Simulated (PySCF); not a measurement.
# C2H4F4OSi: a tour of settings, part 1 of 2

Aim: see how C2H4F4OSi (`CO[Si@@H](F)C(F)(F)F`) answers to the choice of functional, basis, grid and SCF options.

The runs use PySCF 2.14.0, with density-fitted response routines of our own; the level of theory stands in each step. All values are computed, except where a source is named. Atoms count from 0, in the outputs and in this text.

### 1 The molecule as given

12 atoms, charge 0, multiplicity 1; geometry from: GFN2-xTB.

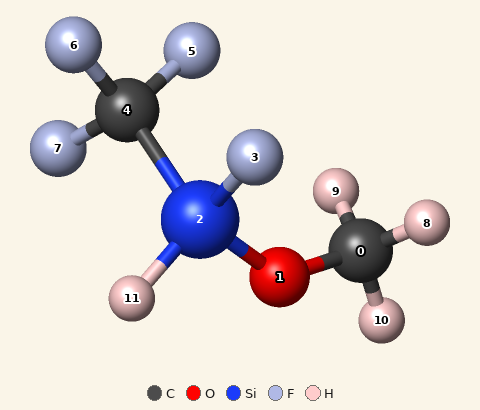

As it starts; carbon dark grey, oxygen red, silicon blue, fluorine light blue, hydrogen pink, atoms numbered; sticks join atoms by distance.

### 2 J couplings: mPW1PW91/6-31G

Job settings and geometry (Å):

```
{"job": {"kind": "j", "xc": "mPW1PW91", "basis": "6-31G"}, "charge": 0, "multiplicity": 1}
C     -1.947358     0.346816    -0.167367
O     -1.020155    -0.719176    -0.131628
Si     0.528137    -0.944601    -0.406540
F      0.949472    -0.655268    -1.925868
C      1.612380     0.345479     0.577157
F      1.137552     1.607299     0.457368
F      2.903468     0.397192     0.208324
F      1.619378     0.088901     1.903229
H     -2.134938     0.640798    -1.200336
H     -1.571382     1.204895     0.389637
H     -2.869750    -0.012449     0.287802
H      0.794394    -2.300573    -0.017805
```

Level: mPW1PW91/6-31G indirect spin-spin coupling, non-relativistic, gas phase.

Command:

```console
> OMP_NUM_THREADS=1 python probes_run.py task.json out
```

This one command runs all jobs of the session in turn.

The program printed:

```text
coarse grid: 11712 points
cycle   1  E = -842.1812316284  dE =  1.379e+00  |g| = 1.177e+00  |ddm| = 3.316e+00
cycle   2  E = -841.7605907269  dE =  4.206e-01  |g| = 1.954e+00  |ddm| = 2.510e+00
cycle   3  E = -842.4567997638  dE = -6.962e-01  |g| = 8.175e-02  |ddm| = 1.585e+00
cycle   4  E = -842.4570628030  dE = -2.630e-04  |g| = 7.606e-02  |ddm| = 1.374e-01
cycle   5  E = -842.4580969975  dE = -1.034e-03  |g| = 9.807e-03  |ddm| = 5.953e-02
cycle   6  E = -842.4581173715  dE = -2.037e-05  |g| = 2.181e-03  |ddm| = 1.082e-02
cycle   7  E = -842.4581180382  dE = -6.666e-07  |g| = 9.687e-04  |ddm| = 2.315e-03
final grid: 113456 points
cycle   8  E = -842.4370909917  dE = -1.424e-05  |g| = 6.944e-03  |ddm| = 1.490e-02
cycle   9  E = -842.4370823555  dE =  8.636e-06  |g| = 9.850e-03  |ddm| = 1.136e-02
cycle  10  E = -842.4371004399  dE = -1.808e-05  |g| = 8.205e-04  |ddm| = 6.982e-03
cycle  11  E = -842.4371005967  dE = -1.568e-07  |g| = 1.326e-04  |ddm| = 8.414e-04
cycle  12  E = -842.4371005988  dE = -2.025e-09  |g| = 8.605e-05  |ddm| = 1.500e-04
cycle  13  E = -842.4371006001  dE = -1.333e-09  |g| = 5.113e-06  |ddm| = 6.385e-05
cycle  14  E = -842.4371006001  dE = -8.868e-12  |g| = 2.949e-06  |ddm| = 9.099e-06
converged SCF energy = -842.4371006001

Indirect spin-spin couplings (Hz)
  i      j    bonds     total        FC       PSO       DSO        SD
  0 C    1 O    1      7.558     9.511    -1.797    -0.156         -
  0 C    2 Si   2      4.139     3.710     0.480     0.048    -0.099
  0 C    3 F    3     -1.205    -1.380     0.223    -0.126     0.078
  0 C    4 C    3     -0.407    -0.426    -0.002     0.021         -
  0 C    5 F    4      2.086     2.023    -0.091     0.160    -0.007
  0 C    6 F    4     -0.622    -0.414     0.046    -0.243    -0.011
  0 C    8 H    1    154.957   153.795     0.296     0.867         -
  0 C    9 H    1    154.817   153.619     0.287     0.911         -
  0 C   10 H    1    160.509   159.425     0.255     0.828         -
  0 C   11 H    3      4.471     4.915     0.038    -0.482         -
  1 O    2 Si   1    -27.940   -20.747    -7.288     0.099    -0.005
  1 O    3 F    2     -9.151    -7.323     1.627     0.090    -3.546
  1 O    4 C    2     -1.749    -1.702    -0.018    -0.029         -
  1 O    5 F    3      0.298     0.326     0.067    -0.057    -0.038
  1 O    6 F    3     -3.251    -0.617    -0.953     0.175    -1.857
  1 O    7 F    3     -0.109    -0.257    -0.475    -0.013     0.636
  1 O    8 H    2     -1.794    -1.121    -0.690     0.018         -
  1 O    9 H    2     -0.994    -0.356    -0.645     0.007         -
  1 O   10 H    2     -9.015    -8.172    -0.850     0.008         -
  1 O   11 H    2    -23.268   -23.469     0.147     0.054         -
  2 Si   3 F    1    402.807   332.085    76.313    -0.562    -5.028
  2 Si   4 C    1   -114.982  -113.419     0.126    -0.238    -1.451
  2 Si   5 F    2    -39.854   -35.703    -1.601    -0.129    -2.420
  2 Si   6 F    2    -49.124   -47.049     0.013    -0.105    -1.983
  2 Si   7 F    2    -59.727   -58.037    -0.535    -0.139    -1.016
  2 Si   8 H    3     -0.524    -0.677     0.081     0.104    -0.032
  2 Si   9 H    3     -0.616    -0.801     0.158     0.031    -0.004
  2 Si  10 H    3    -11.299   -11.354    -0.172     0.323    -0.096
  2 Si  11 H    1   -301.379  -302.000     1.938    -0.645    -0.672
  3 F    4 C    2     41.643    40.190     0.087     0.270     1.095
  3 F    5 F    3     -2.525    -1.052     1.181     0.085    -2.739
  3 F    6 F    3     -4.614    -2.280    -1.450     0.463    -1.348
  3 F    7 F    3     35.757    13.347     9.960    -1.262    13.713
  3 F    8 H    4      5.725     5.662    -0.223     0.408    -0.121
  3 F    9 H    4      1.141     1.250     0.530    -0.587    -0.052
  3 F   10 H    4      1.524     2.320     0.413    -1.249     0.039
  3 F   11 H    2     59.265    61.991    -0.458    -1.219    -1.049
  4 C    5 F    1   -359.357  -342.639   -27.217     1.695     8.805
  4 C    6 F    1   -369.431  -346.619   -31.939     1.677     7.450
  4 C    7 F    1   -355.346  -336.688   -28.866     1.669     8.540
  4 C    8 H    4      0.318     0.340     0.034    -0.057         -
  4 C    9 H    4      1.780     1.576    -0.082     0.286         -
  4 C   10 H    4      0.356     0.439     0.070    -0.153         -
  4 C   11 H    2     25.588    25.446     0.037     0.105         -
  5 F    6 F    2    175.322    91.349    14.838     0.378    68.757
  5 F    7 F    2    175.863    88.072    17.557     0.409    69.826
  5 F    8 H    5     -0.214    -0.117    -0.276     0.160     0.019
  5 F    9 H    5      3.080     2.311    -1.390     1.886     0.273
  5 F   10 H    5      0.330     0.691     0.186    -0.575     0.028
  5 F   11 H    3     16.597    17.087     1.046    -1.680     0.144
  6 F    7 F    2    165.504    87.404     9.562     0.323    68.215
  6 F    9 H    5      0.700     1.110     0.351    -0.734    -0.027
  6 F   11 H    3     -1.017    -1.224     0.724    -0.295    -0.221
  7 F    8 H    5     -0.424     0.014     0.541    -0.896    -0.082
  7 F    9 H    5      0.336    -0.161     0.226     0.411    -0.140
  7 F   11 H    3     -4.034    -4.337     0.339     0.274    -0.311
  8 H    9 H    2    -17.586   -16.474     0.978    -2.090         -
  8 H   10 H    2    -18.698   -17.347     1.029    -2.380         -
  8 H   11 H    4     -2.078    -0.709     0.301    -1.670         -
  9 H   10 H    2    -18.436   -17.166     0.982    -2.251         -
  9 H   11 H    4     -2.043    -0.685     0.279    -1.637         -
 10 H   11 H    4     -1.626    -0.697     0.252    -1.181         -
```

Run time: 14 s. Hardware: 1 thread of AMD EPYC 7R13, shared host; peak memory 0.56 GiB.

This basis has no tight s functions, so the Fermi-contact terms are rough.

Beyond four bonds or across contacts, the largest of 1 Hz or more: F5–H9 3.1 Hz.

A choice of the couplings up to four bonds, sorted by the number of bonds, with means over like pairs; isotopes 13C, 19F, 1H, 17O, 29Si:

| pair | bonds | J (Hz) | Fermi contact (Hz) | dihedral (°) |
| --- | --- | --- | --- | --- |
| Si2–F3 | 1 | 402.8 | 332.1 | – |
| C4–F5 | 1 | -361.4 | -342.0 | – |
| Si2–H11 | 1 | -301.4 | -302.0 | – |
| C0–H8 | 1 | 156.8 | 155.6 | – |
| Si2–C4 | 1 | -115.0 | -113.4 | – |
| O1–Si2 | 1 | -27.9 | -20.7 | – |
| C0–O1 | 1 | 7.6 | 9.5 | – |
| F5–F6 | 2 | 172.2 | 88.9 | – |
| F3–H11 | 2 | 59.3 | 62.0 | – |
| Si2–F5 | 2 | -49.6 | -46.9 | – |
| F3–C4 | 2 | 41.6 | 40.2 | – |
| C4–H11 | 2 | 25.6 | 25.4 | – |
| O1–H11 | 2 | -23.3 | -23.5 | – |
| H8–H9 | 2 | -18.2 | -17.0 | – |
| O1–F3 | 2 | -9.2 | -7.3 | – |
| C0–Si2 | 2 | 4.1 | 3.7 | – |
| F3–F5 | 3 | 9.5 | 3.3 | – |
| C0–H11 | 3 | 4.5 | 4.9 | 174 |
| Si2–H8 | 3 | -4.1 | -4.3 | – |
| F5–H11 | 3 | 3.8 | 3.8 | – |
| C0–F3 | 3 | -1.2 | -1.4 | -63 |
| O1–F5 | 3 | -1.0 | -0.2 | – |
| F3–H8 | 4 | 2.8 | 3.1 | – |
| H8–H11 | 4 | -1.9 | -0.7 | – |

Means hide unlike values in this fixed geometry: F3–F5 from -4.6 to 35.8 Hz; Si2–H8 from -11.3 to -0.5 Hz; F5–H11 from -4.0 to 16.6 Hz. They hold only if the pairs exchange fast.

The spin-dipole term was solved for some atoms only; pairs without it lack that part.

The response was solved for the nuclei of C, F, H, Si alone, so couplings that need other nuclei can be missing.

Quadrupole couplings from the field gradients of the same density:

| atom | isotope | eQq/h (MHz) | η |
| --- | --- | --- | --- |
| O1 | 17O | -10.1 | 0.20 |

### 3 NMR shieldings: OPBE/aug-cc-pVDZ

Settings changed since step 2:

```diff
@@ -1,2 +1,2 @@
-{"job": {"kind": "j", "xc": "mPW1PW91", "basis": "6-31G"}, "charge": 0, "multiplicity": 1}
+{"job": {"kind": "nmr", "xc": "OPBE", "basis": "aug-cc-pVDZ", "pop": true}, "charge": 0, "multiplicity": 1}
 C     -1.947358     0.346816    -0.167367
```

Level: GIAO OPBE/aug-cc-pVDZ NMR shielding, non-relativistic, gas phase.

The program printed:

```text
coarse grid: 11712 points
cycle   1  E = -842.2940803655  dE =  1.103e+00  |g| = 1.118e+00  |ddm| = 7.598e+00
cycle   2  E = -841.4757576022  dE =  8.183e-01  |g| = 2.401e+00  |ddm| = 4.379e+00
cycle   3  E = -842.5079879069  dE = -1.032e+00  |g| = 1.687e-01  |ddm| = 3.131e+00
cycle   4  E = -842.5112307751  dE = -3.243e-03  |g| = 1.281e-01  |ddm| = 4.374e-01
cycle   5  E = -842.5140273220  dE = -2.797e-03  |g| = 3.021e-02  |ddm| = 1.787e-01
cycle   6  E = -842.5142024211  dE = -1.751e-04  |g| = 8.871e-03  |ddm| = 5.676e-02
cycle   7  E = -842.5142157226  dE = -1.330e-05  |g| = 2.652e-03  |ddm| = 1.353e-02
cycle   8  E = -842.5142168724  dE = -1.150e-06  |g| = 6.796e-04  |ddm| = 4.042e-03
final grid: 113456 points
cycle   9  E = -842.5323297055  dE = -2.836e-05  |g| = 3.169e-02  |ddm| = 1.934e-01
cycle  10  E = -842.5318247403  dE =  5.050e-04  |g| = 6.137e-02  |ddm| = 1.174e-01
cycle  11  E = -842.5325022432  dE = -6.775e-04  |g| = 6.083e-03  |ddm| = 8.057e-02
cycle  12  E = -842.5325101246  dE = -7.881e-06  |g| = 8.182e-04  |ddm| = 9.506e-03
cycle  13  E = -842.5325102368  dE = -1.122e-07  |g| = 3.828e-04  |ddm| = 1.710e-03
cycle  14  E = -842.5325102640  dE = -2.721e-08  |g| = 6.473e-05  |ddm| = 5.937e-04
cycle  15  E = -842.5325102649  dE = -8.545e-10  |g| = 2.197e-05  |ddm| = 1.497e-04
converged SCF energy = -842.5325102649

GIAO shielding tensors (ppm)
atom      isotropic    diamagn.    paramagn.     s11        s22        s33       span
  0 C      143.911     204.948     -61.037    116.774    116.934    198.024     81.250
  1 O      300.921     388.978     -88.057    251.055    305.940    345.767     94.712
  2 Si     443.565     869.469    -425.904    412.406    449.187    469.103     56.697
  3 F      345.702     480.077    -134.376    293.237    358.461    385.408     92.171
  4 C       67.069     230.179    -163.110     60.733     68.463     72.011     11.278
  5 F      247.803     474.871    -227.069    160.152    251.220    332.036    171.884
  6 F      248.845     471.423    -222.578    162.297    253.215    331.023    168.726
  7 F      251.712     471.863    -220.152    158.371    264.102    332.663    174.292
  8 H       27.601      27.205       0.396     23.646     25.347     33.809     10.163
  9 H       27.417      26.054       1.363     22.755     26.871     32.624      9.869
 10 H       27.749      29.242      -1.493     23.749     25.598     33.899     10.150
 11 H       26.756      23.147       3.609     23.232     24.146     32.889      9.657
```

Wall time 53 s (1 thread of AMD EPYC 7R13, shared host); peak memory 0.72 GiB.

The references, computed at this level on geometries of the same kind, shield at (ppm): 1H TMS 31.79, 13C TMS 197.2, 29Si TMS 405.2, 19F CFCl3 167.4, 17O H2O 336.4. Their shielding less the atom's gives the shift. The references are single molecules in the gas phase, so shifts against H2O, NH3, PH3, H3PO4 or CFCl3 are not on the usual liquid scales and can be off by tens of ppm. Atoms listed in one row are averaged.

| atoms | environment | σ (ppm) | δ (ppm) |
| --- | --- | --- | --- |
| C4 | CF3 carbon | 67.1 | 130.1 |
| C0 | methyl carbon bonded to O | 143.9 | 53.3 |
| H11 | hydrogen on a silicon bonded to C, F, O | 26.76 | 5.04 |
| H8, H9, H10 | hydrogen on a methyl carbon bonded to O | 27.59 | 4.20 |
| O1 | oxygen bonded to C, Si | 300.9 | 35.5 |
| Si2 | silicon bonded to C, F, O, H | 443.6 | -38.4 |
| F5, F6, F7 | fluorine of a CF3 group | 249.5 | -82.1 |
| F3 | fluorine bonded to Si | 345.7 | -178.3 |

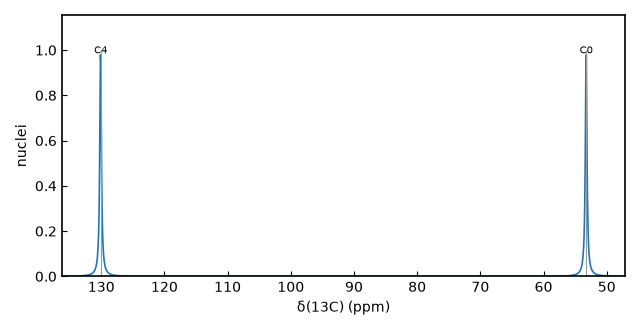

13C lines at the computed shifts, without couplings. Lines are broadened to a width of 0.31 ppm (Lorentzian).

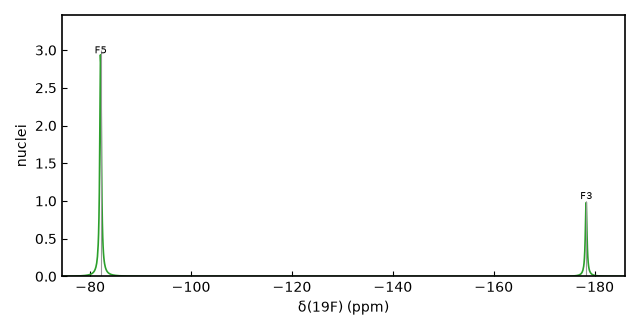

19F lines at the computed shifts, without couplings. Lines are broadened to a width of 0.38 ppm (Lorentzian).

The run also stored atomic charges by several schemes (e):

| atoms | IAO | Hirshfeld | ESP fit |
| --- | --- | --- | --- |
| C0 | -0.23 | -0.02 | -0.27 |
| O1 | -0.61 | -0.21 | -0.23 |
| Si2 | 1.32 | 0.46 | 0.51 |
| F3 | -0.51 | -0.19 | -0.23 |
| C4 | 0.49 | 0.14 | 0.27 |
| F5, F6, F7 | -0.27 | -0.09 | -0.14 |

IAO charges:

| atom | value (e) |
| --- | --- |
| C0 | -0.23 |
| O1 | -0.61 |
| Si2 | 1.32 |
| F3 | -0.51 |
| C4 | 0.49 |
| F5 | -0.27 |
| F6 | -0.26 |
| F7 | -0.27 |
| H8 | 0.16 |
| H9 | 0.16 |
| H10 | 0.17 |
| H11 | -0.13 |

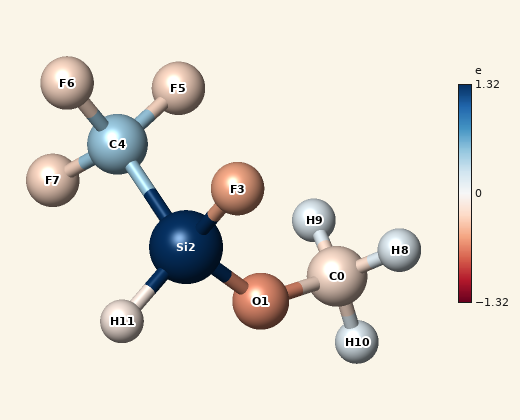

IAO charges, as colours on the atoms.

Mulliken charges and Mayer bond orders break down with diffuse functions, so they are left out here.

With diffuse functions Mulliken charges and Mayer bond orders lose their meaning; the other schemes are steadier.

The fields below are evaluated on a grid from the run's orbitals.

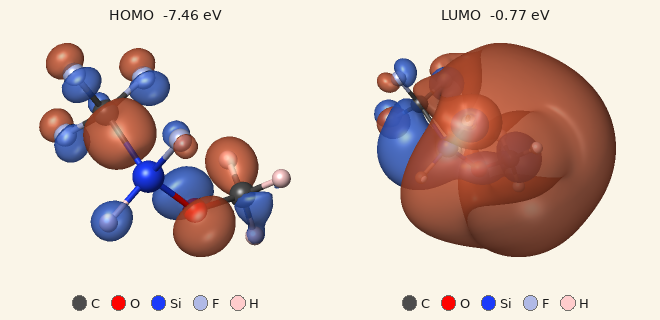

Frontier orbitals at OPBE/aug-cc-pVDZ; each surface holds 70 % of the orbital's density, blue and red mark the sign.

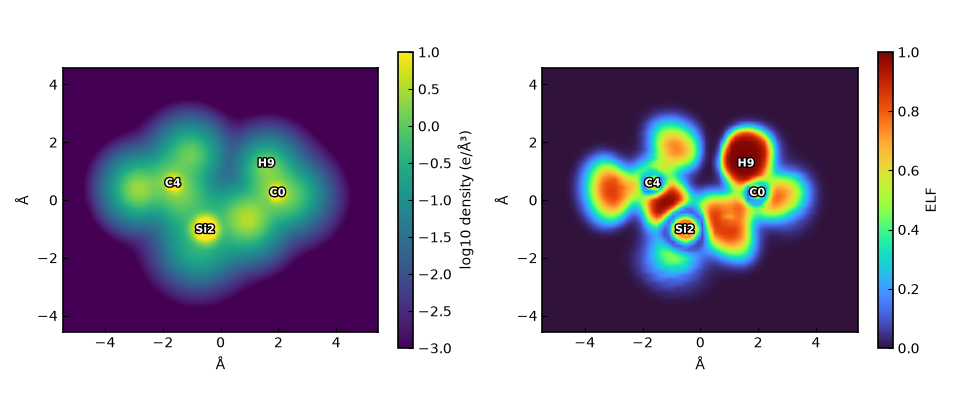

Density (left) and ELF (right) in a plane through or near 4 of the atoms.

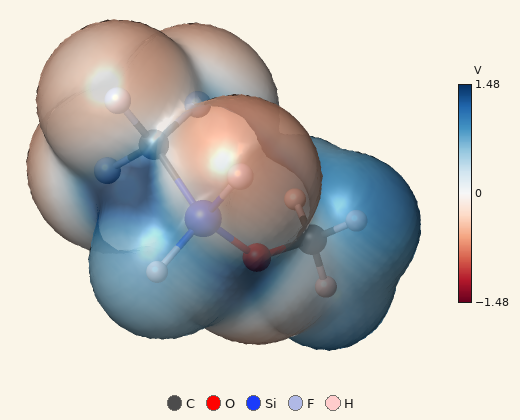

The potential that a unit positive charge feels on the 0.002 e/bohr³ surface, from -0.60 V near F3 to 1.48 V near H11.

(Continued in part 2 of 2.)
